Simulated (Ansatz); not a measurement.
## Nudged elastic band, with input and output: SiNH6F

- system: SiNH6F
- method: RKS PBE0-D4/def2-SVP (Ansatz 0.2.0)

It belongs to a series of runs on one base structure; here: band between the two ends. Figures and captions count atoms from 1; the log counts them from 0 in places.

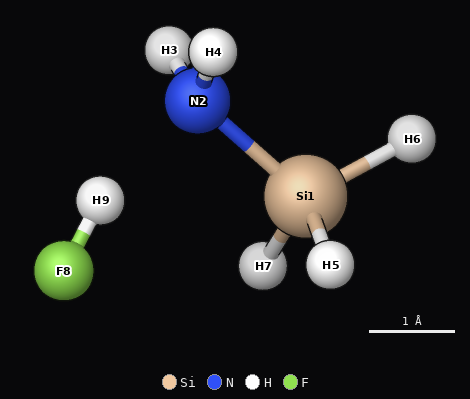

Fig. 1: The starting structure (ball-and-stick view, seen at a tilt; atoms are numbered from 1 in the order of the input). Bond lengths as drawn: F–H 0.95 Å, H–N 1.02 Å, H–Si 1.49 to 1.50 Å and N–Si 1.77 Å.

## Key numbers

- outcome: converged
- barrier, forward: 0.579 eV
- barrier, backward: 1.117 eV
- hardware: 1 thread of Arm Neoverse V2, 24 GiB of memory available, shared host
- wall time: 3.2 min
- peak memory: 0.14 GiB

## Remarks

The order of the saddle point was not checked.

## Input file
```yaml
crystal:
  periodic: [false, false, false]
  atoms:
    - { symbol: Si, position_ang: [-0.11237, 0.221393, 0.099772] }
    - { symbol: "N", position_ang: [0.078038, -0.098911, 1.829364] }
    - { symbol: H, position_ang: [-0.782996, -0.252902, 2.350967] }
    - { symbol: H, position_ang: [0.648201, 0.572678, 2.340202] }
    - { symbol: H, position_ang: [1.254637, 0.344058, -0.472294] }
    - { symbol: H, position_ang: [-0.868045, 1.483432, -0.181501] }
    - { symbol: H, position_ang: [-0.862459, -0.923996, -0.480168] }
    - { symbol: F, position_ang: [1.375911, -2.308784, 1.268393] }
    - { symbol: H, position_ang: [0.930084, -1.557168, 1.644566] }
basis:
  gaussian: { orbitals: def2-SVP }
hamiltonian:
  xc: pbe0
  dispersion: d4
neb:
  order_check: false
  images: 7
  f_tol: 0.05
  max_iterations: 60
  final_atoms:
    - { symbol: Si, position_ang: [0.36540846, -0.15566198, -0.31807373] }
    - { symbol: "N", position_ang: [-0.10999433, -0.34363552, 2.29640399] }
    - { symbol: H, position_ang: [-1.00692434, -0.70826104, 2.61338227] }
    - { symbol: H, position_ang: [0.0942909, 0.47790974, 2.86361711] }
    - { symbol: H, position_ang: [0.73613562, -0.13051449, -1.77419786] }
    - { symbol: H, position_ang: [0.4427192, 1.25602535, 0.14413732] }
    - { symbol: H, position_ang: [-0.99254174, -0.75989197, -0.2563895] }
    - { symbol: F, position_ang: [1.53468509, -1.1139378, 0.31071173] }
    - { symbol: H, position_ang: [0.59722213, -1.04223229, 2.51970967] }
  initial_path:
    images:
      - { positions_ang: [[-0.11237, 0.221393, 0.099772], [0.078038, -0.098911, 1.829364], [-0.782996, -0.252902, 2.350967], [0.648201, 0.572678, 2.340202], [1.254637, 0.344058, -0.472294], [-0.868045, 1.483432, -0.181501], [-0.862459, -0.923996, -0.480168], [1.375911, -2.308784, 1.268393], [0.930084, -1.557168, 1.644566]] }
      - { positions_ang: [[-0.08754152, 0.17194788, 0.07735694], [0.06136028, -0.0830988, 1.91681425], [-0.80152603, -0.27210191, 2.44100612], [0.70907101, 0.48686418, 2.43183751], [1.28051149, 0.27055412, -0.47696857], [-0.83032441, 1.41788064, -0.24504014], [-0.82062681, -0.98314091, -0.48537447], [1.28038015, -2.1017429, 1.08978143], [0.86969684, -1.4273623, 1.64988792]] }
      - { positions_ang: [[-0.06271304, 0.12250276, 0.05494188], [0.04468256, -0.06728661, 2.0042645], [-0.82005606, -0.29130182, 2.53104525], [0.76994102, 0.40105036, 2.52347302], [1.30638598, 0.19705024, -0.48164315], [-0.79260382, 1.35232927, -0.30857928], [-0.77879462, -1.04228581, -0.49058093], [1.1848493, -1.89470181, 0.91116986], [0.80930969, -1.2975566, 1.65520985]] }
      - { positions_ang: [[-0.03788456, 0.07305765, 0.03252682], [0.02800483, -0.05147441, 2.09171475], [-0.8385861, -0.31050173, 2.62108437], [0.83081103, 0.31523654, 2.61510853], [1.33226047, 0.12354637, -0.48631772], [-0.75488323, 1.28677791, -0.37211841], [-0.73696243, -1.10143072, -0.4957874], [1.08931845, -1.68766071, 0.73255829], [0.74892253, -1.16775089, 1.66053177]] }
      - { positions_ang: [[-0.01305607, 0.02361253, 0.01011176], [0.01132711, -0.03566222, 2.179165], [-0.85711613, -0.32970165, 2.7111235], [0.89168103, 0.22942272, 2.70674404], [1.35813496, 0.05004249, -0.49099229], [-0.71716265, 1.22122655, -0.43565755], [-0.69513023, -1.16057562, -0.50099386], [0.9937876, -1.48061961, 0.55394671], [0.68853537, -1.03794519, 1.66585369]] }
      - { positions_ang: [[0.08156006, -0.0212061, -0.07193461], [-0.01900325, -0.11265554, 2.20847475], [-0.89456818, -0.4243415, 2.68668819], [0.6923335, 0.29154448, 2.74596231], [1.20263513, 0.00490324, -0.81179369], [-0.42719218, 1.22992625, -0.29070883], [-0.76948311, -1.06040471, -0.43984277], [1.12901197, -1.38894916, 0.49313797], [0.66570706, -1.03901697, 1.87931769]] }
      - { positions_ang: [[0.17617619, -0.06602472, -0.15398098], [-0.04933361, -0.18964887, 2.2377845], [-0.93202023, -0.51898135, 2.66225289], [0.49298597, 0.35366623, 2.78518058], [1.04713529, -0.040236, -1.13259508], [-0.13722172, 1.23862595, -0.14576011], [-0.84383599, -0.96023379, -0.37869168], [1.26423634, -1.29727871, 0.43232922], [0.64287875, -1.04008874, 2.09278168]] }
      - { positions_ang: [[0.27079233, -0.11084335, -0.23602736], [-0.07966397, -0.26664219, 2.26709424], [-0.96947229, -0.61362119, 2.63781758], [0.29363844, 0.41578798, 2.82439884], [0.89163546, -0.08537525, -1.45339647], [0.15274874, 1.24732565, -0.0008114], [-0.91818886, -0.86006288, -0.31754059], [1.39946072, -1.20560825, 0.37152047], [0.62005044, -1.04116052, 2.30624568]] }
      - { positions_ang: [[0.36540846, -0.15566198, -0.31807373], [-0.10999433, -0.34363552, 2.29640399], [-1.00692434, -0.70826104, 2.61338227], [0.0942909, 0.47790974, 2.86361711], [0.73613562, -0.13051449, -1.77419786], [0.4427192, 1.25602535, 0.14413732], [-0.99254174, -0.75989197, -0.2563895], [1.53468509, -1.1139378, 0.31071173], [0.59722213, -1.04223229, 2.51970967]] }
```

Launch command:
```bash
ansatz run input.yaml --threads 1 --pin off --max-ram 2048MiB --backend cpu --events-out ev --progress --plain --runs-dir out
```

## What the program printed
```
Engine: ansatz 0.2.0, aarch64-unknown-linux-gnu
Functional definition: PBE0
  parameter a = 0.25
  parameter kappa = 0.804
  parameter beta = 0.06672455060314922
  exchange = (1 - a)*pbe_x(kappa = kappa, mu = beta*pi^2/3) + a*exact_x
  correlation = pbe_c(beta = beta)
799 factors; integrals over basis functions are off by at most 3.8e-4 eV
mean field evaluation 1: about -12164.7631 eV, gradient 5.1e1 eV
mean field evaluation 2: about -12161.5203 eV, gradient 6.3e1 eV
mean field evaluation 4: about -12169.2984 eV, gradient 2.6e0 eV
mean field evaluation 8: about -12169.3157 eV, gradient 3.3e-2 eV
mean field -12169.31567146 eV, -447.2141022678 hartree, gradient 2.4e-5 eV, S^2 0.000000; 0 other end points of the search recorded, 0 dependent functions left out
the calculation of the forces begins
reference -12169.31569374 eV, -447.2141030866 hartree; 18, 18 occupied and 58, 58 virtual orbitals, 799 factors
799 factors; integrals over basis functions are off by at most 8.9e-4 eV
mean field evaluation 16: about -12161.4303 eV, gradient 6.6e1 eV
mean field -12169.85643383 eV, -447.2339749181 hartree, gradient 2.7e-5 eV, S^2 0.000000; 0 other end points of the search recorded, 0 dependent functions left out
[... from here on the field's lines of each further geometry are left out, up to the last ...]
NEB iter   1: max|band force component| = 4.792e0 eV/Å  barrier→ = 2.4424 eV  barrier← = 2.9812 eV  Δτ_max = 0.1984 Å  (209 SCF iters)
NEB iter   2: max|band force component| = 2.150e0 eV/Å  barrier→ = 1.1662 eV  barrier← = 1.7050 eV  Δτ_max = 0.1989 Å  (185 SCF iters)
NEB iter   3: max|band force component| = 2.892e0 eV/Å  barrier→ = 1.0258 eV  barrier← = 1.5646 eV  Δτ_max = 0.0992 Å  (186 SCF iters)
NEB iter   4: max|band force component| = 1.521e0 eV/Å  barrier→ = 0.8516 eV  barrier← = 1.3904 eV  Δτ_max = 0.1015 Å  (176 SCF iters)
NEB iter   5: max|band force component| = 1.168e0 eV/Å  barrier→ = 0.6938 eV  barrier← = 1.2326 eV  Δτ_max = 0.0998 Å  (178 SCF iters)
NEB iter   6: max|band force component| = 1.065e0 eV/Å  barrier→ = 0.5026 eV  barrier← = 1.0414 eV  Δτ_max = 0.0999 Å  (176 SCF iters)
NEB iter   7: max|band force component| = 1.574e0 eV/Å  barrier→ = 0.5375 eV  barrier← = 1.0763 eV  Δτ_max = 0.0501 Å  (177 SCF iters)
NEB iter   8: max|band force component| = 4.649e-1 eV/Å  barrier→ = 0.5455 eV  barrier← = 1.0843 eV  CI = image 2  Δτ_max = 0.1004 Å  (178 SCF iters)
NEB iter   9: max|band force component| = 3.705e-1 eV/Å  barrier→ = 0.5851 eV  barrier← = 1.1239 eV  CI = image 2  Δτ_max = 0.0987 Å  (179 SCF iters)
NEB iter  10: max|band force component| = 2.687e-1 eV/Å  barrier→ = 0.5857 eV  barrier← = 1.1245 eV  CI = image 2  Δτ_max = 0.0865 Å  (181 SCF iters)
NEB iter  11: max|band force component| = 2.537e-1 eV/Å  barrier→ = 0.5798 eV  barrier← = 1.1186 eV  CI = image 2  Δτ_max = 0.0551 Å  (179 SCF iters)
NEB iter  12: max|band force component| = 1.024e-1 eV/Å  barrier→ = 0.5791 eV  barrier← = 1.1179 eV  CI = image 2  Δτ_max = 0.0104 Å  (175 SCF iters)
the calculation of the forces begins
reference -12169.86048037 eV, -447.2341236259 hartree; 18, 18 occupied and 58, 58 virtual orbitals, 799 factors
799 factors; integrals over basis functions are off by at most 8.9e-4 eV
mean field -12168.73292044 eV, -447.1926865627 hartree, gradient 1.0e-5 eV, S^2 0.000000; 1 other end points of the search recorded, 0 dependent functions left out
the calculation of the forces begins
reference -12168.73294351 eV, -447.1926874104 hartree; 18, 18 occupied and 58, 58 virtual orbitals, 799 factors
NEB iter  13: max|band force component| = 4.806e-2 eV/Å  barrier→ = 0.5786 eV  barrier← = 1.1174 eV  CI = image 2  Δτ_max = 0.0000 Å  (309 SCF iters)
```

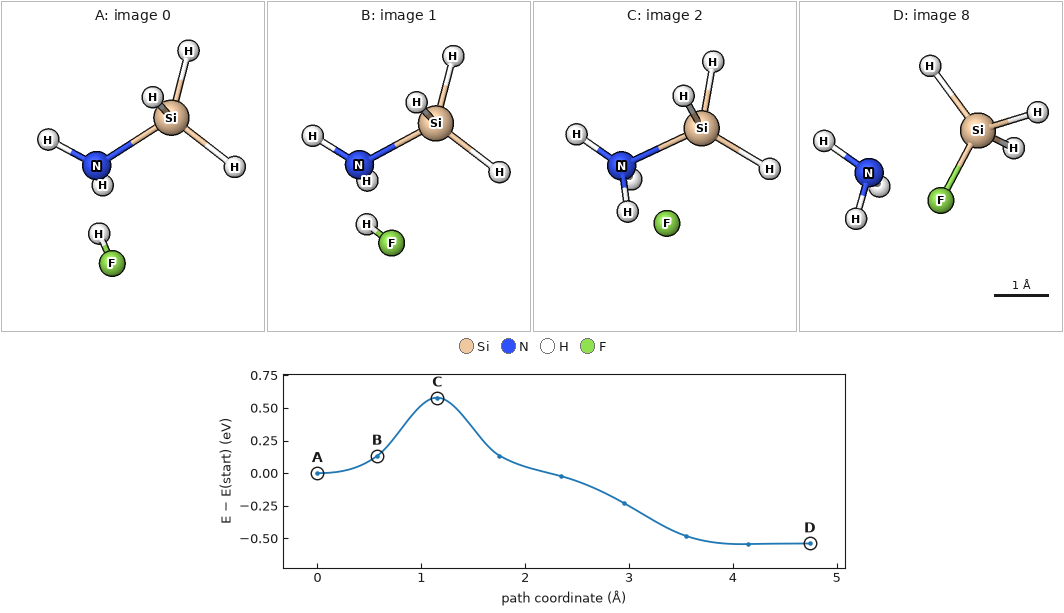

Fig. 2: Images of the last band (counted from 0; ball-and-stick, seen at a tilt) above the energy along the path; the line is a cubic interpolation that uses the forces. The highest image is number 2, 0.579 eV above the start and 1.117 eV above the end (the climbing image); the end lies 0.539 eV below the start. The path is 4.74 Å long. The band converged in 13 iterations.

```
Total energy: -12168.83658685 eV, -447.1964962331 hartree
Atom 0 at     0.073208    -0.097061     0.108599 Å, force    -0.008146     0.007895    -0.004573 eV/Å
Atom 1 at     0.121810    -0.174736     1.987759 Å, force     0.043503    -0.039237    -0.046183 eV/Å
Atom 2 at    -0.789023    -0.241180     2.439724 Å, force     0.003562     0.006817     0.014424 eV/Å
Atom 3 at     0.657018     0.573032     2.427146 Å, force    -0.021743     0.006628     0.019794 eV/Å
Atom 4 at     1.372930     0.261093    -0.517850 Å, force    -0.002835     0.000567     0.004377 eV/Å
Atom 5 at    -0.700607     1.204060    -0.022322 Å, force    -0.003540     0.005453    -0.005788 eV/Å
Atom 6 at    -0.865625    -1.070136    -0.509188 Å, force     0.000746     0.004639     0.001463 eV/Å
Atom 7 at     1.081568    -1.788564     0.742283 Å, force     0.007630    -0.026009    -0.003369 eV/Å
Atom 8 at     0.709723    -1.186707     1.743151 Å, force    -0.019178     0.033247     0.019854 eV/Å
Dipole moment:    -0.231514     0.397185     0.633745 e Å
this run last wrote the band of iteration 13 to [file]
```

## The last band as extended XYZ (Å, eV, eV/Å)
```
9
Properties=species:S:1:pos:R:3:forces:R:3 image=0 energy=-12169.41516
Si   -0.1124    0.2214    0.0998   -0.0063   0.0059  -0.0046
N     0.0780   -0.0989    1.8294    0.0069  -0.0038   0.0182
H    -0.7830   -0.2529    2.3510    0.0074   0.0019  -0.0111
H     0.6482    0.5727    2.3402   -0.0079  -0.0034  -0.0005
H     1.2546    0.3441   -0.4723   -0.0017  -0.0030   0.0004
H    -0.8680    1.4834   -0.1815    0.0008   0.0009  -0.0040
H    -0.8625   -0.9240   -0.4802    0.0007   0.0003   0.0023
F     1.3759   -2.3088    1.2684   -0.0018   0.0023   0.0008
H     0.9301   -1.5572    1.6446    0.0019  -0.0012  -0.0015
9
Properties=species:S:1:pos:R:3:forces:R:3 image=1 energy=-12169.28215
Si   -0.0346    0.0893    0.1368   -0.1268   0.2135   0.0320
N     0.0801   -0.1078    1.9183   -0.0365   0.0680  -0.0829
H    -0.8091   -0.2115    2.4038   -0.0095   0.0276  -0.0280
H     0.6274    0.6031    2.4003   -0.0241   0.0283  -0.0286
H     1.3289    0.2447   -0.4383   -0.0600  -0.0125   0.0846
H    -0.7830    1.3487   -0.1347   -0.1004   0.1683  -0.1148
H    -0.8221   -1.0339   -0.4397    0.0385   0.0488   0.0814
F     1.2246   -2.0334    0.9453    0.1558  -0.2736   0.2231
H     0.8487   -1.4194    1.6075    0.1630  -0.2683  -0.1668
9
Properties=species:S:1:pos:R:3:forces:R:3 image=2 energy=-12168.83656
Si    0.0732   -0.0971    0.1086   -0.0081   0.0079  -0.0046
N     0.1218   -0.1747    1.9878    0.0435  -0.0392  -0.0462
H    -0.7890   -0.2412    2.4397    0.0036   0.0068   0.0144
H     0.6570    0.5730    2.4271   -0.0217   0.0066   0.0198
H     1.3729    0.2611   -0.5179   -0.0028   0.0006   0.0044
H    -0.7006    1.2041   -0.0223   -0.0035   0.0055  -0.0058
H    -0.8656   -1.0701   -0.5092    0.0007   0.0046   0.0015
F     1.0816   -1.7886    0.7423    0.0076  -0.0260  -0.0034
H     0.7097   -1.1867    1.7432   -0.0192   0.0332   0.0199
9
Properties=species:S:1:pos:R:3:forces:R:3 image=3 energy=-12169.28001
Si    0.1593   -0.2435    0.0342    0.1125  -0.1390  -0.0649
N     0.1390   -0.2008    2.0395    0.0167  -0.0392   0.0107
H    -0.7922   -0.2386    2.4521   -0.0051   0.0119   0.0234
H     0.6497    0.5833    2.4438   -0.0097   0.0130   0.0212
H     1.3644    0.3165   -0.6535    0.0028   0.0456  -0.1275
H    -0.6292    1.0870    0.0959    0.0557  -0.1175   0.1026
H    -0.9126   -1.0446   -0.6350   -0.0455   0.0256  -0.1179
F     1.0333   -1.6925    0.4847   -0.0603   0.0906  -0.2422
H     0.6493   -1.0870    2.1377   -0.0671   0.1091   0.3945
9
Properties=species:S:1:pos:R:3:forces:R:3 image=4 energy=-12169.43870
Si    0.2307   -0.2518   -0.0286    0.0457  -0.0357  -0.0284
N     0.0922   -0.2634    2.0900   -0.0508  -0.0087   0.0046
H    -0.8688   -0.2249    2.4285   -0.0271  -0.0044  -0.0059
H     0.5815    0.5436    2.4782    0.0041  -0.0318   0.0183
H     1.2410    0.2810   -1.0078   -0.0461  -0.0166  -0.1295
H    -0.4711    1.0897    0.2119    0.0708  -0.0035   0.0429
H    -0.9209   -1.0282   -0.5881   -0.0055   0.0139   0.0120
F     1.2284   -1.5458    0.4148    0.0411   0.0887  -0.0345
H     0.5480   -1.1205    2.4004   -0.0322  -0.0018   0.1204
9
Properties=species:S:1:pos:R:3:forces:R:3 image=5 energy=-12169.64287
Si    0.2783   -0.2291   -0.1041    0.0385   0.0115  -0.0578
N     0.0132   -0.3164    2.1381   -0.0669  -0.0520   0.0280
H    -0.9416   -0.2466    2.4840   -0.0568  -0.0059   0.0474
H     0.5345    0.4762    2.5143   -0.0421  -0.0507   0.0363
H     1.0703    0.1642   -1.3211   -0.1213  -0.0856  -0.2271
H    -0.2430    1.1447    0.2505    0.1864   0.0440   0.0238
H    -0.9254   -1.0315   -0.4766    0.0002   0.0052   0.0760
F     1.4252   -1.3123    0.4316    0.1403   0.1774   0.0064
H     0.4495   -1.1695    2.4823   -0.0782  -0.0438   0.0669
9
Properties=species:S:1:pos:R:3:forces:R:3 image=6 energy=-12169.89544
Si    0.3164   -0.1918   -0.1891    0.0299   0.0093  -0.0355
N    -0.0570   -0.3674    2.1853   -0.0466  -0.0285   0.0167
H    -1.0011   -0.2884    2.5579   -0.0365  -0.0067   0.0383
H     0.4953    0.3917    2.5841   -0.0302  -0.0377   0.0373
H     0.8689    0.0339   -1.5692   -0.0888  -0.0721  -0.1279
H     0.0000    1.2037    0.2423    0.1298   0.0333  -0.0076
H    -0.9091   -1.0269   -0.3475    0.0083   0.0035   0.0649
F     1.5915   -1.0371    0.4210    0.0852   0.1357  -0.0050
H     0.3561   -1.2379    2.5146   -0.0510  -0.0368   0.0188
9
Properties=species:S:1:pos:R:3:forces:R:3 image=7 energy=-12169.95840
Si    0.3634   -0.1511   -0.3013   -0.0154   0.0046   0.0019
N    -0.1012   -0.3582    2.2778    0.0086   0.0044  -0.0059
H    -1.0572   -0.4455    2.6192    0.0008   0.0053  -0.0017
H     0.3507    0.3652    2.8358    0.0066  -0.0007  -0.0079
H     0.7250   -0.1227   -1.7610    0.0050   0.0057   0.0098
H     0.2517    1.2731    0.1150   -0.0087  -0.0033   0.0020
H    -0.9047   -0.9263   -0.2220    0.0017  -0.0040  -0.0095
F     1.6526   -0.9243    0.3456    0.0039  -0.0080   0.0073
H     0.3807   -1.2304    2.4902   -0.0025  -0.0041   0.0040
9
Properties=species:S:1:pos:R:3:forces:R:3 image=8 energy=-12169.95396
Si    0.3654   -0.1557   -0.3181   -0.0013   0.0011  -0.0014
N    -0.1100   -0.3436    2.2964    0.0090   0.0021   0.0032
H    -1.0069   -0.7083    2.6134   -0.0039   0.0011  -0.0014
H     0.0943    0.4779    2.8636   -0.0018  -0.0004  -0.0048
H     0.7361   -0.1305   -1.7742    0.0013  -0.0003  -0.0026
H     0.4427    1.2560    0.1441   -0.0012  -0.0017   0.0027
H    -0.9925   -0.7599   -0.2564    0.0012  -0.0005   0.0035
F     1.5347   -1.1139    0.3107   -0.0020   0.0024   0.0028
H     0.5972   -1.0422    2.5197   -0.0013  -0.0037  -0.0020
```
